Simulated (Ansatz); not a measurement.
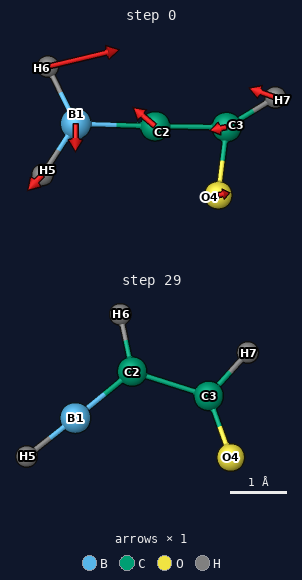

The structure of C2H3BO before (top) and after (bottom) a relaxation, at one scale. The red arrows give the displacements, at their true length.

The picture is a ball-and-stick view, seen at a tilt.

Computed with Ansatz 0.2.0, RKS PBE0-D4/def2-TZVP.

The input:
```yaml
crystal:
  periodic: [false, false, false]
  atoms:
    - {symbol: B, position_ang: [-0.928800, 0.877100, -0.412630]}
    - {symbol: C, position_ang: [0.131390, -0.009530, 0.056920]}
    - {symbol: C, position_ang: [1.091510, -0.787010, 0.498700]}
    - {symbol: O, position_ang: [0.301210, -1.701990, 0.032550]}
    - {symbol: H, position_ang: [-1.896790, 0.475850, -0.922580]}
    - {symbol: H, position_ang: [-0.741520, 2.017680, -0.238210]}
    - {symbol: H, position_ang: [2.043010, -0.872110, 0.985260]}
basis:
  gaussian: {orbitals: def2-TZVP}
hamiltonian: {xc: pbe0, dispersion: d4}
relax: {f_tol: 0.005, max_steps: 200}
```

Command:
```bash
ansatz run in.yaml --threads 2 --pin off --events-out ev --progress --plain --max-ram 4352MiB
```

What changed between the two?

The energy falls by 157.3 kJ/mol in 27 accepted moves (29 points after the start). The largest force component goes from 1 to 0.0043 eV/Å. The line search rejected the trial steps at points 7, 17 of the run. The largest move after the best rigid fit is that of H6, 1.38 Å. Largest moves by element: H 1.38 Å, B 0.55 Å, C 0.55 Å, O 0.24 Å. Some distances before and after: C2–H6 2.227 → 1.088 Å, B1–H6 1.169 → 2.150 Å, C2–O4 1.701 → 2.376 Å, C2–C3 1.312 → 1.461 Å. New bonds form: C2–H6 (2.23 → 1.09 Å). Bonds break: B1–H6 (1.17 → 2.15 Å). Among the angles between lasting bonds that change: C2–B1–H5 122.3° → 179.0°, B1–C2–C3 178.7° → 122.9°, C2–C3–O4 81.4° → 125.3°. Cost: 59 s on 2 threads of Arm Neoverse V2, on a shared host.
